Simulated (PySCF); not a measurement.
# C3H3: a changed input and its effect

System: C3H3, multiplicity 2, SMILES C#C[CH2].
Method of run A: UKS PBE-D4/def2-SVP (PySCF 2.14.0).

The geometry comes from this level: PBE-D4/def2-SVP. Text and figures count atoms from 1; the logs count them from 0 in places.

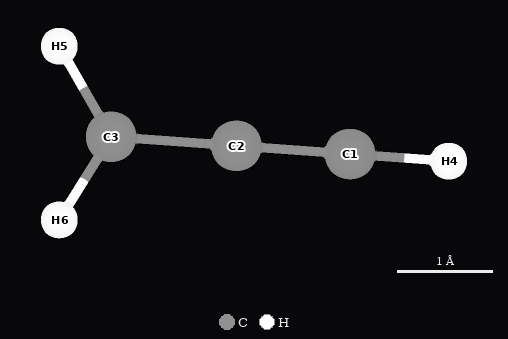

The structure (ball-and-stick view, seen at a tilt; atoms are numbered from 1 in the order of the input). Bond lengths as drawn: C–C 1.24 to 1.37 Å and C–H 1.08 to 1.10 Å.

### Input file, run A
```python
import json, numpy as np
from pyscf import gto, scf, dft, mp, cc, lib
mol = gto.M(atom="""
C      1.305376    -0.188824     0.152392
C      0.082013    -0.011403     0.009415
C     -1.267514     0.183684    -0.148185
H      2.367951    -0.342133     0.276620
H     -1.654562     1.062239    -0.688724
H     -1.996034    -0.533732     0.262220
""", basis='def2-SVP', charge=0, spin=1, verbose=3, max_memory=4000)
def mean_field(mol):
    mf = dft.UKS(mol, xc='pbe').density_fit()
    mf.grids.level = 4
    mf.disp = "d4"
    mf.conv_tol = 1e-9; mf.chkfile = None; mf.max_cycle = 100
    return mf
last = {}
def solved(mol):
    mf = mean_field(mol); mf.kernel(last.get('dm'))
    if not mf.converged: mf = mf.newton().run(mf.mo_coeff, mf.mo_occ).undo_soscf()
    for _ in range(2 if mol.verbose or not last else 0):   # follow an internal instability downhill
        mo, _, stable, _ = mf.stability(return_status=True)
        if stable: break
        mf.kernel(mf.make_rdm1(mo, mf.mo_occ))
        if not mf.converged: mf = mf.newton().run(mf.mo_coeff, mf.mo_occ).undo_soscf()
    assert mf.converged
    last['dm'] = mf.make_rdm1()
    return mf
out = {}
def energy(mol, gradient=False):
    mf = out['mf'] = solved(mol)
    e = mf.e_tot
    out.update(e=e, ref=mf.e_tot)
    if not gradient: return e
    return e, mf.nuc_grad_method().kernel()
print('Total energy: %.8f Eh' % energy(mol))
mf = out.pop('mf')
out['s2'] = mf.spin_square()[0]
out['dipole'] = mf.dip_moment(unit='Debye').tolist()
h = mf.Hessian().kernel()
for i in range(mol.natm): h[i, i] -= h[i].sum(0)   # sum_rule: a rigid shift costs nothing (the analytic Hessian lacks the grid's response)
d = np.random.default_rng(1).normal(size=(mol.natm, 3)); d *= 0.01 / np.linalg.norm(d); x = mol.atom_coords()   # check against two gradients
dg = (energy(mol.set_geom_(x + d, 'bohr', inplace=False).set(verbose=0), True)[1] - energy(mol.set_geom_(x - d, 'bohr', inplace=False).set(verbose=0), True)[1]) / 2; dg -= dg.mean(0)
off = np.linalg.norm(np.einsum('ijab,jb->ia', h, d) - dg) / np.linalg.norm(dg); print('Hessian against finite differences: %.4f' % off); assert off < 0.04
energy(mol.set(verbose=0)); out.pop('mf')
from pyscf.hessian import thermo
w = thermo.harmonic_analysis(mol, h, imaginary_freq=False)['freq_wavenumber']
print('Vibrations: ' + ' '.join('%.2f' % v for v in w) + ' cm-1, zero-point energy %.6f eV' % (w[w > 0].sum() / 2 / 8065.544))
out['hessian'] = h.transpose(0, 2, 1, 3).reshape(3 * mol.natm, -1).tolist()
out['x'] = mol.atom_coords(unit='angstrom').tolist()
json.dump(out, open('result.json', 'w'))
```

Command:
```bash
OMP_NUM_THREADS=2 python input.py
```

Hardware: 2 threads of Intel Xeon @ 2.50GHz (Skylake/Cascade Lake), 189 GiB of memory available, shared host.

### Output (run A)
```
WARN: HOMO -0.21898131529524 >= LUMO -0.21898131529524
converged SCF energy = -115.761246211415  <S^2> = 0.76338822  2S+1 = 2.0133437
<class 'pyscf.df.df_jk.DFUKS'> wavefunction is stable in the internal stability analysis
Total energy: -115.76124621 Eh
Dipole moment(X, Y, Z, Debye): -0.05208,  0.00785, -0.00591
WARN: DFTD4 does not support analytical Hessian, using finite difference.
Hessian against finite differences: 0.0003
Vibrations: 341.91 410.92 447.64 610.08 657.60 967.73 1090.01 1381.66 1983.95 3074.02 3173.26 3400.20 cm-1, zero-point energy 1.087278 eV
```

The input of run B differs as follows (lines with − go, lines with + come):
```diff
-C      1.305376    -0.188824     0.152392
-C      0.082013    -0.011403     0.009415
-C     -1.267514     0.183684    -0.148185
-H      2.367951    -0.342133     0.276620
-H     -1.654562     1.062239    -0.688724
-H     -1.996034    -0.533732     0.262220
+C      1.297385    -0.187407     0.151580
+C      0.077095    -0.010810     0.008945
+C     -1.260290     0.182422    -0.147298
+H      2.363431    -0.341351     0.276228
+H     -1.649138     1.062882    -0.689096
+H     -1.991444    -0.536215     0.263715
-    mf = dft.UKS(mol, xc='pbe').density_fit()
+    mf = dft.UKS(mol, xc='lda,pw').density_fit()
-    mf.disp = "d4"
```

What does this change do to the results?

The total energies belong to different methods, so their difference says nothing on which is more stable or more accurate. The functional changes from PBE to lda,pw. On the same kind of shared host run B took about 0.58 times as long.

### Output (run B)
```
WARN: HOMO -0.224144174078068 >= LUMO -0.224144174078068
converged SCF energy = -114.812903464832  <S^2> = 0.75655696  2S+1 = 2.0065462
<class 'pyscf.df.df_jk.DFUKS'> wavefunction is stable in the internal stability analysis
Total energy: -114.81290346 Eh
Dipole moment(X, Y, Z, Debye): -0.04334,  0.00639, -0.00493
Hessian against finite differences: 0.0005
Vibrations: 357.71 419.31 476.38 618.50 677.67 950.52 1110.60 1363.07 2024.66 3063.19 3164.73 3385.11 cm-1, zero-point energy 1.091770 eV
```

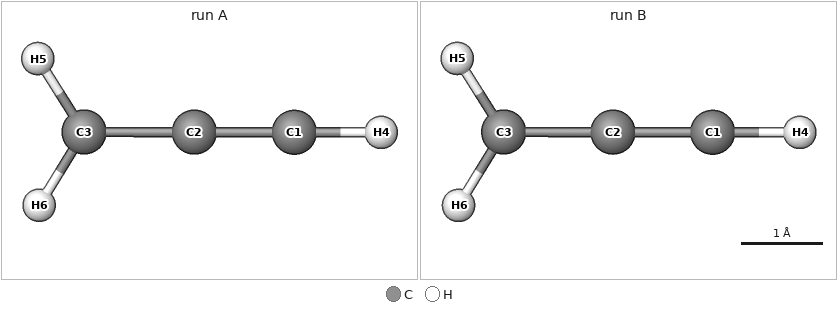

The two input geometries at one scale (ball-and-stick view, seen at a tilt). The atom that moves furthest after the best rigid fit is C1 (0.008 Å). By element the largest moves are C 0.008 Å, H 0.006 Å. Among the contacts that change: C2–C3 1.373 → 1.360 Å.

### The two runs side by side

| quantity | run A | run B |
| --- | --- | --- |
| outcome | converged | converged |
| total energy (hartree) | −115.761246 | −114.812903 |
| ⟨S²⟩ | 0.763 | 0.757 |
| wall time (shared host) | 3 min | 1.7 min |
